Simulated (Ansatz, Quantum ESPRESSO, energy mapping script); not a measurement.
## Spin model of MnS from collinear orders

Wanted: the magnetic order of MnS, its couplings and an estimate of its ordering temperature, by PBE, QE, GBRV.

Program: Quantum ESPRESSO 7.5. Level of theory: PBE; plane waves, collinear spin, no spin–orbit coupling. Results are calculated unless marked as measured.

The experiments to compare with:

For MnS, rock salt (x = 0), “Single-Crystal and Powder Neutron Diffraction Study of FeXMn1-XS Solid Solutions” (2011, arxiv:1108.4537) gives, by neutron diffraction: ordering temperature (Neel temperature) 150 K.

The database entry behind the starting cell differs from later determinations by our own check (an axis about 0.2 % short against later determinations), so it need not match the best structure at ambient conditions.

## Step 1: The structure

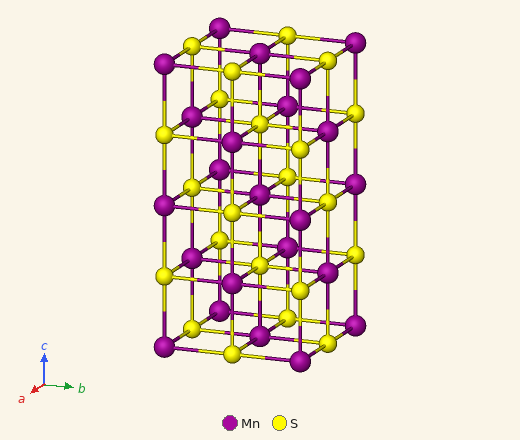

Start, viewed slightly off an axis; manganese purple, sulfur yellow. 1×1×2 cells are drawn. This picture shows the conventional cell, with its axes. Some periodic images of atoms are drawn too.

Coordinates:

```cif
data_structure
_symmetry_space_group_name_H-M 'Fm-3m'
_symmetry_Int_Tables_number 225
_cell_length_a 5.2090
_cell_length_b 5.2090
_cell_length_c 5.2090
_cell_angle_alpha 90.000
_cell_angle_beta 90.000
_cell_angle_gamma 90.000
_cell_volume 141.34
loop_
_atom_site_label
_atom_site_type_symbol
_atom_site_symmetry_multiplicity
_atom_site_Wyckoff_symbol
_atom_site_fract_x
_atom_site_fract_y
_atom_site_fract_z
_atom_site_occupancy
Mn1 Mn 4 a 0.00000 0.00000 0.00000 1
S1 S 4 b 0.50000 0.00000 0.00000 1
```

No correction acts on the open shell here, which makes this the cheap baseline. These runs use Quantum ESPRESSO.

## Step 2: Run 1 (parallel; cell A, 4 atoms)

The parallel order is the zero of energy for this cell and mesh.

The potential files are GBRV's for PBE; pw.x takes the functional from them.

Input file pw.in:

```
&control
  calculation = 'scf'
  prefix = 'pw'
  outdir = './tmp/'
  pseudo_dir = './pseudo/'
  verbosity = 'low'
/
&system
  ibrav = 0
  nat = 4
  ntyp = 2
  ecutwfc = 45
  ecutrho = 360
  nbnd = 38
  occupations = 'smearing'
  smearing = 'fd'
  degauss = 0.00367493
  nspin = 2
  starting_magnetization(1) = 0.3000
/
&electrons
  conv_thr = 1.0e-08
  electron_maxstep = 120
  mixing_beta = 0.3
  mixing_mode = 'plain'
/
ATOMIC_SPECIES
  Mn 54.9380 Mn.upf
  S 32.0600 S.upf
CELL_PARAMETERS angstrom
  0.00000000 -2.60450000 -2.60450000
  -2.60450000 0.00000000 -2.60450000
  2.60450000 2.60450000 -5.20900000
ATOMIC_POSITIONS crystal
  Mn 0.50000000 0.50000000 0.50000000
  Mn 0.00000000 0.00000000 0.00000000
  S 0.75000000 0.75000000 0.75000000
  S 0.25000000 0.25000000 0.25000000
K_POINTS automatic
  7 7 7 0 0 0
```

Run with:

```sh
OMP_NUM_THREADS=1 mpirun -n 4 pw.x -nk 4 -in pw.in > pw.out
```

Log:

```text
Program PWSCF v.7.5 starts
[...]
unit-cell volume          =     476.9026 (a.u.)^3
     number of atoms/cell      =            4
[...]
number of electrons       =        42.00
     number of Kohn-Sham states=           38
     kinetic-energy cutoff     =      45.0000  Ry
     charge density cutoff     =     360.0000  Ry
     scf convergence threshold =      1.0E-08
[...]
Exchange-correlation=  SLA  PW   PBX  PBC
[...]
atomic species   magnetization
[...]
12 Sym. Ops., with inversion, found
[...]
number of k points=    44  Fermi-Dirac smearing, width (Ry)=  0.0037
[...]
iteration #  1     ecut=    45.00 Ry     beta= 0.30
[...]
total energy              =    -470.41418235 Ry
     estimated scf accuracy    <       1.36187343 Ry
     total magnetization       =     9.03 Bohr mag/cell
     absolute magnetization    =     9.03 Bohr mag/cell
     iteration #  2     ecut=    45.00 Ry     beta= 0.30
[...]
total energy              =    -470.73202816 Ry
     estimated scf accuracy    <       0.08654600 Ry
     total magnetization       =     9.11 Bohr mag/cell
     absolute magnetization    =     9.11 Bohr mag/cell
     iteration #  3     ecut=    45.00 Ry     beta= 0.30
[...]
total energy              =    -470.75388246 Ry
     estimated scf accuracy    <       0.01510541 Ry
     total magnetization       =     9.29 Bohr mag/cell
     absolute magnetization    =     9.29 Bohr mag/cell
     iteration #  4     ecut=    45.00 Ry     beta= 0.30
[...]
total energy              =    -470.75700617 Ry
     estimated scf accuracy    <       0.00247092 Ry
     total magnetization       =     9.33 Bohr mag/cell
     absolute magnetization    =     9.33 Bohr mag/cell
     iteration #  5     ecut=    45.00 Ry     beta= 0.30
[...]
total energy              =    -470.75734280 Ry
     estimated scf accuracy    <       0.00006021 Ry
     total magnetization       =     9.37 Bohr mag/cell
     absolute magnetization    =     9.37 Bohr mag/cell
     iteration #  6     ecut=    45.00 Ry     beta= 0.30
[...]
total energy              =    -470.75739516 Ry
     estimated scf accuracy    <       0.00005266 Ry
     total magnetization       =     9.38 Bohr mag/cell
     absolute magnetization    =     9.38 Bohr mag/cell
     iteration #  7     ecut=    45.00 Ry     beta= 0.30
[...]
total energy              =    -470.75740832 Ry
     estimated scf accuracy    <       0.00000881 Ry
     total magnetization       =     9.39 Bohr mag/cell
     absolute magnetization    =     9.39 Bohr mag/cell
     iteration #  8     ecut=    45.00 Ry     beta= 0.30
[...]
total energy              =    -470.75741119 Ry
     estimated scf accuracy    <       0.00000077 Ry
     total magnetization       =     9.39 Bohr mag/cell
     absolute magnetization    =     9.39 Bohr mag/cell
     iteration #  9     ecut=    45.00 Ry     beta= 0.30
[...]
total energy              =    -470.75741192 Ry
     estimated scf accuracy    <       0.00000049 Ry
     total magnetization       =     9.39 Bohr mag/cell
     absolute magnetization    =     9.39 Bohr mag/cell
     iteration # 10     ecut=    45.00 Ry     beta= 0.30
[...]
total energy              =    -470.75741217 Ry
     estimated scf accuracy    <       0.00000003 Ry
     total magnetization       =     9.39 Bohr mag/cell
     absolute magnetization    =     9.39 Bohr mag/cell
     iteration # 11     ecut=    45.00 Ry     beta= 0.30
[...]
Magnetic moment per site  (integrated on atomic sphere of radius R)
     atom   1 (R=0.292)  charge= 13.1915  magn=  4.2059
     atom   2 (R=0.292)  charge= 13.1919  magn=  4.2060
     atom   3 (R=0.292)  charge=  4.6609  magn=  0.1417
     atom   4 (R=0.292)  charge=  4.6609  magn=  0.1417
     End of self-consistent calculation
 ------ SPIN UP ------------
          k = 0.0000 0.0000-0.0000 (  2437 PWs)   bands (ev):
   -71.7100 -71.7095 -40.4526 -40.4455 -40.4455 -40.4448 -40.4444 -40.4444
    -4.3077  -2.9544   3.2161   5.4123   5.4123   6.9153   6.9155   6.9155
     7.0107   7.0107   7.4331   7.4331   7.8088   8.3998   8.4003   8.4003
    10.6785  10.6785  11.9733  13.0812  15.6137  15.6137  18.7456  18.7875
    18.7879  18.7879  20.9047  21.8571  22.4003  22.4034
          k = 0.0505 0.0505-0.0505 (  2454 PWs)   bands (ev):
   -71.7100 -71.7096 -40.4523 -40.4455 -40.4455 -40.4452 -40.4445 -40.4445
    -4.2559  -3.0452   3.4040   5.4601   5.4601   6.8042   6.8231   6.8231
     6.9580   6.9580   7.4060   7.4060   7.7842   8.1369   8.5942   8.5942
    10.5806  10.5806  12.3400  13.1954  15.7842  15.7842  18.2973  18.5603
    18.7806  18.7806  20.8783  20.8783  21.3812  22.1486
          k = 0.1010 0.1010-0.1010 (  2451 PWs)   bands (ev):
   -71.7099 -71.7096 -40.4512 -40.4462 -40.4454 -40.4454 -40.4446 -40.4446
    -4.1049  -3.2797   3.9242   5.6018   5.6018   6.3455   6.4868   6.4868
[...]
18.5396  18.5396  20.1824  20.1824  21.5205  21.6403
          k = 0.1515 0.1515-0.1515 (  2442 PWs)   bands (ev):
[...]
17.8089  17.8089  20.2793  20.2793  20.8072  20.8072
          k =-0.1515 0.0505-0.0505 (  2434 PWs)   bands (ev):
[...]
18.6234  18.6978  19.1856  21.3388  22.1602  22.3911
          k =-0.1010 0.1010-0.1010 (  2439 PWs)   bands (ev):
[...]
18.5408  18.6061  20.1811  20.1812  21.6433  21.7729
          k =-0.0505 0.1515-0.1515 (  2447 PWs)   bands (ev):
[...]
18.0456  18.3515  19.3170  20.9333  21.1726  22.1627
          k =-0.0000 0.2020-0.2020 (  2444 PWs)   bands (ev):
[...]
17.6790  17.7167  19.2592  20.4236  21.6036  22.3861
          k =-0.3030-0.1010 0.1010 (  2457 PWs)   bands (ev):
[...]
16.9940  18.2755  19.6355  19.6642  21.9782  22.3823
          k =-0.2525-0.0505 0.0505 (  2437 PWs)   bands (ev):
[...]
17.4498  18.6320  19.0065  20.3181  21.9305  22.9486
          k =-0.2020-0.0000 0.0000 (  2443 PWs)   bands (ev):
[...]
k =-0.3030 0.1010-0.1010 (  2441 PWs)   bands (ev):
[...]
k =-0.2525 0.1515-0.1515 (  2427 PWs)   bands (ev):
[...]
k =-0.2020 0.2020-0.2020 (  2427 PWs)   bands (ev):
[...]
k =-0.1515 0.2525-0.2525 (  2442 PWs)   bands (ev):
[...]
k =-0.4546-0.0505 0.0505 (  2441 PWs)   bands (ev):
[...]
k =-0.4041 0.0000-0.0000 (  2428 PWs)   bands (ev):
[...]
k =-0.3536 0.0505-0.0505 (  2438 PWs)   bands (ev):
[...]
k =-0.6061-0.0000 0.0000 (  2416 PWs)   bands (ev):
[...]
k =-0.2525-0.0505-0.1515 (  2442 PWs)   bands (ev):
[...]
k =-0.2020-0.0000-0.2020 (  2427 PWs)   bands (ev):
[...]
k =-0.4041-0.2020 0.0000 (  2443 PWs)   bands (ev):
[...]
k =-0.5556-0.1515-0.0505 (  2435 PWs)   bands (ev):
[...]
k =-0.5051-0.1010-0.1010 (  2440 PWs)   bands (ev):
[...]
k =-0.4546-0.0505-0.1515 (  2443 PWs)   bands (ev):
[...]
k = 0.5051-0.3030 0.1010 (  2430 PWs)   bands (ev):
[...]
k = 0.6061-0.2020 0.0000 (  2413 PWs)   bands (ev):
[... cut ...]
[...]
k =-0.4546-0.0505 0.0505 (  2441 PWs)   bands (ev):
[...]
k =-0.6061-0.0000 0.0000 (  2416 PWs)   bands (ev):
[...]
k =-0.2525-0.0505-0.1515 (  2442 PWs)   bands (ev):
[...]
k =-0.2020-0.0000-0.2020 (  2427 PWs)   bands (ev):
[...]
k =-0.1010 0.1010-0.3030 (  2453 PWs)   bands (ev):
[...]
k =-0.4041-0.2020 0.0000 (  2443 PWs)   bands (ev):
[...]
k =-0.4041 0.0000-0.2020 (  2425 PWs)   bands (ev):
[...]
k =-0.3536 0.0505-0.2525 (  2429 PWs)   bands (ev):
[...]
k =-0.3030 0.1010-0.3030 (  2421 PWs)   bands (ev):
[...]
k =-0.2525 0.1515-0.3536 (  2420 PWs)   bands (ev):
[...]
k =-0.5556-0.1515-0.0505 (  2435 PWs)   bands (ev):
[...]
k =-0.5051-0.1010-0.1010 (  2440 PWs)   bands (ev):
[...]
k =-0.4546-0.0505-0.1515 (  2443 PWs)   bands (ev):
[...]
k = 0.5051-0.3030 0.1010 (  2430 PWs)   bands (ev):
[...]
k = 0.6061-0.2020 0.0000 (  2413 PWs)   bands (ev):
[...]
k = 0.6566-0.1515-0.0505 (  2420 PWs)   bands (ev):
[...]
k = 0.3536-0.4546 0.2525 (  2410 PWs)   bands (ev):
[...]
20.1064  21.7812  22.6814  22.9792  23.2361  23.5817
          k = 0.5556-0.4546 0.0505 (  2425 PWs)   bands (ev):
[...]
19.1796  19.4282  22.0083  22.4493  23.2194  24.1228
          k = 0.6061-0.4041 0.0000 (  2422 PWs)   bands (ev):
[...]
18.8041  18.8343  21.5214  23.0084  23.6814  23.7234
          k = 0.6566-0.3536-0.0505 (  2426 PWs)   bands (ev):
[...]
11.8745  13.1266  15.1197  15.9764  17.3257  17.8136  17.8384  18.1541
    18.1625  18.6065  21.3142  23.2610  23.5265  24.5236
          k = 0.4546-0.5556 0.1515 (  2415 PWs)   bands (ev):
   -66.9097 -66.9097 -35.7597 -35.7595 -35.7564 -35.7557 -35.7534 -35.7533
    -2.6178  -2.5783   4.6848   4.8093   5.7825   6.0276   6.8610   6.9245
    10.8220  10.9241  11.6329  11.6846  11.7416  11.7621  12.0979  12.1571
    12.2403  12.3147  14.6103  14.9830  16.8220  17.2408  18.4995  18.7992
    19.2315  19.3693  22.4711  22.7903  22.9028  23.9253
     the Fermi energy is    10.3346 ev
!    total energy              =    -470.75741221 Ry
     estimated scf accuracy    <          6.7E-09 Ry
     smearing contrib. (-TS)   =      -0.00102050 Ry
     internal energy E=F+TS    =    -470.75639170 Ry
     The total energy is F=E-TS. E is the sum of the following terms:
     one-electron contribution =    -265.50631517 Ry
     hartree contribution      =     148.12576555 Ry
     xc contribution           =     -70.38927786 Ry
     ewald contribution        =    -282.98656422 Ry
     total magnetization       =     9.39 Bohr mag/cell
     absolute magnetization    =     9.39 Bohr mag/cell
     convergence has been achieved in  11 iterations
=------------------------------------------------------------------------------=
   JOB DONE.
=------------------------------------------------------------------------------=
```

Elapsed: 37 s, on 4 MPI ranks of Arm Neoverse V2, shared host; peak memory 0.61 GiB.

Spin moment in the sphere by atom:

| atom | spin moment in the sphere (μB) |
| --- | --- |
| Mn1 | 4.21 |
| Mn2 | 4.21 |
| S3 | 0.14 |
| S4 | 0.14 |

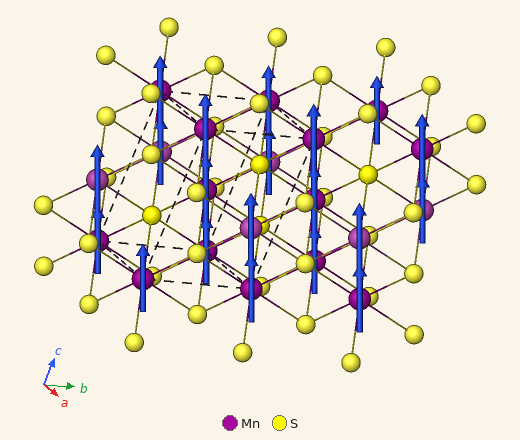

Spin moment in the sphere as arrows, the longest 4.21 μB. Up and down stand for the sign. Arrows give size and sign along the axis of quantisation, drawn up and down the page. 1×2×1 cells are drawn. Some periodic images of atoms are drawn too.

The run ends ferromagnetic.

## Step 3: Order 2: compensated +−, cell A of 4 atoms

This order reverses 6 of the 12 neighbours at 3.68 Å, 6 of the 6 neighbours at 5.21 Å and 12 of the 24 neighbours at 6.38 Å, counted for an average magnetic atom.

pw.in, as its differences from that of step 2:

```diff
@@ -10,6 +10,6 @@
   nat = 4
-  ntyp = 2
+  ntyp = 3
   ecutwfc = 45
   ecutrho = 360
-  nbnd = 38
+  nbnd = 33
   occupations = 'smearing'
@@ -19,2 +19,3 @@
   starting_magnetization(1) = 0.3000
+  starting_magnetization(2) = -0.3000
 /
@@ -27,3 +28,4 @@
 ATOMIC_SPECIES
-  Mn 54.9380 Mn.upf
+  Mn1 54.9380 Mn.upf
+  Mn2 54.9380 Mn.upf
   S 32.0600 S.upf
@@ -34,4 +36,4 @@
 ATOMIC_POSITIONS crystal
-  Mn 0.50000000 0.50000000 0.50000000
-  Mn 0.00000000 0.00000000 0.00000000
+  Mn1 0.50000000 0.50000000 0.50000000
+  Mn2 0.00000000 0.00000000 0.00000000
   S 0.75000000 0.75000000 0.75000000
```

Log:

```text
[banner, memory and clock lines left out]
Program PWSCF v.7.5 starts
[...]
unit-cell volume          =     476.9026 (a.u.)^3
     number of atoms/cell      =            4
[...]
number of electrons       =        42.00
     number of Kohn-Sham states=           33
     kinetic-energy cutoff     =      45.0000  Ry
     charge density cutoff     =     360.0000  Ry
     scf convergence threshold =      1.0E-08
[...]
Exchange-correlation=  SLA  PW   PBX  PBC
[...]
atomic species   magnetization
[...]
12 Sym. Ops., with inversion, found
[...]
number of k points=    44  Fermi-Dirac smearing, width (Ry)=  0.0037
[...]
iteration #  1     ecut=    45.00 Ry     beta= 0.30
[...]
total energy              =    -470.47960422 Ry
     estimated scf accuracy    <       1.21792394 Ry
     total magnetization       =     0.00 Bohr mag/cell
     absolute magnetization    =     8.73 Bohr mag/cell
     iteration #  2     ecut=    45.00 Ry     beta= 0.30
[...]
total energy              =    -470.75722928 Ry
     estimated scf accuracy    <       0.04749101 Ry
     total magnetization       =     0.00 Bohr mag/cell
     absolute magnetization    =     8.78 Bohr mag/cell
     iteration #  3     ecut=    45.00 Ry     beta= 0.30
[...]
total energy              =    -470.77351766 Ry
     estimated scf accuracy    <       0.01573213 Ry
     total magnetization       =    -0.00 Bohr mag/cell
     absolute magnetization    =     8.87 Bohr mag/cell
[...]
total energy              =    -470.77635305 Ry
[...]
iteration # 10     ecut=    45.00 Ry     beta= 0.30
[...]
total energy              =    -470.77635298 Ry
     estimated scf accuracy    <       0.00000067 Ry
     total magnetization       =    -0.00 Bohr mag/cell
     absolute magnetization    =     8.93 Bohr mag/cell
     iteration # 11     ecut=    45.00 Ry     beta= 0.30
[...]
Magnetic moment per site  (integrated on atomic sphere of radius R)
     atom   1 (R=0.292)  charge= 13.1994  magn=  4.1670
     atom   2 (R=0.292)  charge= 13.1998  magn= -4.1672
     atom   3 (R=0.292)  charge=  4.6691  magn= -0.0000
     atom   4 (R=0.292)  charge=  4.6691  magn= -0.0000
     End of self-consistent calculation
 ------ SPIN UP ------------
          k = 0.0000 0.0000-0.0000 (  2437 PWs)   bands (ev):
   -71.6059 -66.8063 -40.3473 -40.3451 -40.3451 -35.6600 -35.6600 -35.6431
    -4.1371  -2.8208   3.5628   5.9054   5.9054   7.2273   7.2273   7.4077
     8.5292   8.5292   8.5360   8.6782   8.6782  11.2130  11.2130  11.3098
[...]
19.3439
          k = 0.0505 0.0505-0.0505 (  2454 PWs)   bands (ev):
[...]
19.3189
          k = 0.1010 0.1010-0.1010 (  2451 PWs)   bands (ev):
[...]
19.0762
          k = 0.1515 0.1515-0.1515 (  2442 PWs)   bands (ev):
[...]
k =-0.1515 0.0505-0.0505 (  2434 PWs)   bands (ev):
[...]
k =-0.1010 0.1010-0.1010 (  2439 PWs)   bands (ev):
[...]
k =-0.0505 0.1515-0.1515 (  2447 PWs)   bands (ev):
[...]
k =-0.3030-0.1010 0.1010 (  2457 PWs)   bands (ev):
[...]
k =-0.2525-0.0505 0.0505 (  2437 PWs)   bands (ev):
[...]
k =-0.2020-0.0000 0.0000 (  2443 PWs)   bands (ev):
[...]
k =-0.2525-0.0505-0.1515 (  2442 PWs)   bands (ev):
[...]
k =-0.2020-0.0000-0.2020 (  2427 PWs)   bands (ev):
[...]
k =-0.5556-0.1515-0.0505 (  2435 PWs)   bands (ev):
[...]
k = 0.5051-0.3030 0.1010 (  2430 PWs)   bands (ev):
[...]
k = 0.6061-0.2020 0.0000 (  2413 PWs)   bands (ev):
[...]
k = 0.6566-0.1515-0.0505 (  2420 PWs)   bands (ev):
[...]
k = 0.3536-0.4546 0.2525 (  2410 PWs)   bands (ev):
[...]
[... cut ...]
[...]
k =-0.6061-0.0000 0.0000 (  2416 PWs)   bands (ev):
[...]
k =-0.4041-0.2020 0.0000 (  2443 PWs)   bands (ev):
[...]
k =-0.3030 0.1010-0.3030 (  2421 PWs)   bands (ev):
[...]
k =-0.2525 0.1515-0.3536 (  2420 PWs)   bands (ev):
[...]
k =-0.5051-0.1010-0.1010 (  2440 PWs)   bands (ev):
[...]
k =-0.4546-0.0505-0.1515 (  2443 PWs)   bands (ev):
[...]
k = 0.6566-0.1515-0.0505 (  2420 PWs)   bands (ev):
[...]
k = 0.6061-0.4041 0.0000 (  2422 PWs)   bands (ev):
[...]
k = 0.6566-0.3536-0.0505 (  2426 PWs)   bands (ev):
[...]
17.8385
          k = 0.4546-0.5556 0.1515 (  2415 PWs)   bands (ev):
[...]
7.5394   7.6896   7.7397   8.9611   9.1345  11.3190  11.4027  11.7877
    11.9956  12.1816  13.9450  14.4116  16.4074  16.8990  18.1116  18.5280
    18.7228
     the Fermi energy is    10.2330 ev
!    total energy              =    -470.77635317 Ry
     estimated scf accuracy    <          3.6E-09 Ry
     smearing contrib. (-TS)   =      -0.00000038 Ry
     internal energy E=F+TS    =    -470.77635279 Ry
     The total energy is F=E-TS. E is the sum of the following terms:
     one-electron contribution =    -265.71376368 Ry
     hartree contribution      =     148.34321582 Ry
     xc contribution           =     -70.41924071 Ry
     ewald contribution        =    -282.98656422 Ry
     total magnetization       =     0.00 Bohr mag/cell
     absolute magnetization    =     8.93 Bohr mag/cell
     convergence has been achieved in  11 iterations
```

Elapsed: 34 s, on 4 MPI ranks; peak memory 0.6 GiB; 2.3 min of CPU time.

Spin moment in the sphere by atom:

| atom | spin moment in the sphere (μB) |
| --- | --- |
| Mn1 | 4.17 |
| Mn2 | -4.17 |
| S3 | 0.00 |
| S4 | 0.00 |

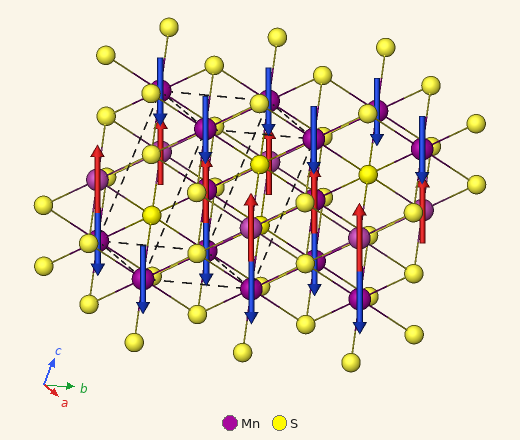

Spin moment in the sphere as arrows, the longest 4.17 μB. Up and down stand for the sign. Arrows give size and sign along the axis of quantisation, drawn up and down the page. The two directions have two colours. 1×2×1 cells are drawn. Some periodic images of atoms are drawn too.

The run ends antiferromagnetic, 132.32 meV a magnetic atom below the parallel order of its cell.

## Step 4: Parallel start in cell B (4 atoms)

A new cell needs its own zero of energy.

This run holds the same structure in another cell (c 6.380 → 5.209 Å, α 73.2 → 90.0°, β 73.2 → 90.0°, γ 60.0 → 90.0°).

Input file pw.in:

```
&control
  calculation = 'scf'
  prefix = 'pw'
  outdir = './tmp/'
  pseudo_dir = './pseudo/'
  verbosity = 'low'
/
&system
  ibrav = 0
  nat = 4
  ntyp = 2
  ecutwfc = 45
  ecutrho = 360
  nbnd = 38
  occupations = 'smearing'
  smearing = 'fd'
  degauss = 0.00367493
  nspin = 2
  starting_magnetization(1) = 0.3000
/
&electrons
  conv_thr = 1.0e-08
  electron_maxstep = 120
  mixing_beta = 0.3
  mixing_mode = 'plain'
/
ATOMIC_SPECIES
  Mn 54.9380 Mn.upf
  S 32.0600 S.upf
CELL_PARAMETERS angstrom
  0.00000000 -2.60450000 -2.60450000
  0.00000000 2.60450000 -2.60450000
  5.20900000 0.00000000 0.00000000
ATOMIC_POSITIONS crystal
  Mn 0.50000000 0.50000000 0.50000000
  Mn 0.00000000 0.00000000 0.00000000
  S 0.50000000 0.50000000 0.00000000
  S 0.00000000 0.00000000 0.50000000
K_POINTS automatic
  6 6 4 0 0 0
```

Log:

```text
[banner, memory and clock lines left out]
Program PWSCF v.7.5 starts
[...]
unit-cell volume          =     476.9026 (a.u.)^3
     number of atoms/cell      =            4
[...]
number of electrons       =        42.00
     number of Kohn-Sham states=           38
     kinetic-energy cutoff     =      45.0000  Ry
     charge density cutoff     =     360.0000  Ry
[...]
internal energy E=F+TS    =    -470.75652727 Ry
     The total energy is F=E-TS. E is the sum of the following terms:
     one-electron contribution =    -265.49970128 Ry
     hartree contribution      =     148.12274593 Ry
     xc contribution           =     -70.39300770 Ry
     ewald contribution        =    -282.98656422 Ry
     total magnetization       =     9.42 Bohr mag/cell
     absolute magnetization    =     9.42 Bohr mag/cell
     convergence has been achieved in  11 iterations
[key lines of the parts left out:]
!    total energy              =    -470.75757291 Ry
the Fermi energy is    10.3459 ev
```

The job ended after 24 s (4 MPI ranks; peak memory 0.56 GiB; 98 s of CPU time).

The run ends ferromagnetic. For each magnetic atom its energy differs from the parallel run of the first cell by -1.01 meV, an error that one common reference would have brought in.

(Continued in part 2 of 2.)

[Logs and program files are shortened in this print: banners, set-up blocks, solver, clock and traceback lines can be left out without a mark of their own.]

[Logs are printed without paths, hosts, clocks, repeated set-up lines and the standing remarks that a program may print on its own settings, such as how far it seeks lower states.]

[Hosts, paths, dates, database ids (printed as entryN), source tags and the programs' standing remarks are cut or masked in the printed files.]

[Where a cell is said to come from a database of computed structures, the database is the Materials Project.]
